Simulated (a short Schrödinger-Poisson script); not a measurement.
Stack: MOS inversion layer, Al2O3 on p-type Si(110), at 300 K.

```
layer  material  thickness (nm)  Na (cm⁻³)
-----  --------  --------------  ---------
1         Al2O3             5.6          -
2            Si             330     4.2e17
```

Constants are typed, rounded textbook-type inputs, not results; the design itself was drawn at random and stands for no fabricated device. Al2O3: permittivity 9, conduction-band edge (eV) 2.7, gap (eV) 6.8, electron mass (mₑ) 0.3. Si: permittivity 11.7, conduction-band edge (eV) 0, gap (eV) 1.124, Nv at 300 K (cm⁻³) 3.1e19.

Channel valleys (confinement mass, in-plane density-of-states mass, number): Δ4 0.315, 0.324, 4; Δ2 0.19, 0.417, 2. At the gate the conduction-band edge of layer 1 lies 3.31 eV − eVg above the Fermi level of the channel; the field vanishes at the back. Gaps are held at their typed values at every temperature. Mesh 0.03 nm at interfaces.

From a short Schrödinger-Poisson script (our own, NumPy): 1D Poisson equation in equilibrium, electrons quantum, Hartree (BenDaniel-Duke, 12 states a valley, the channel's in-plane mass for all, wave functions free to enter the dielectric), parabolic valleys, classical holes, full ionisation, no traps, pinning or gate leakage.

Only gate voltages with over 1e8 electrons/cm² are shown.

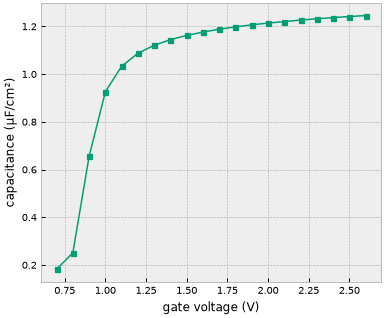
*Quasi-static capacitance against gate voltage*

```tsv
Vg (V)	electrons (cm⁻²)	C (μF/cm²)	Δ4 E0 (meV)	Δ4 E1 (meV)	Δ2 E0 (meV)	Δ2 E1 (meV)
0.7	8.25e8	0.182	260.2	344.6	277.0	376.0
0.9	2.14e11	0.655	115.9	206.7	133.9	240.2
1.1	1.29e12	1.03	68.2	165.7	87.9	200.2
1.3	2.63e12	1.12	48.5	152.3	69.8	187.4
1.5	4.06e12	1.16	35.9	145.8	58.8	181.2
1.7	5.52e12	1.19	26.6	142.0	50.9	177.7
1.9	7.02e12	1.21	19.1	139.7	44.7	175.6
2.1	8.53e12	1.22	12.7	138.2	39.6	174.3
2.3	1.01e13	1.23	7.0	137.3	35.2	173.5
2.5	1.16e13	1.24	2.0	136.8	31.2	173.0
```

Subbands count from the Fermi level.
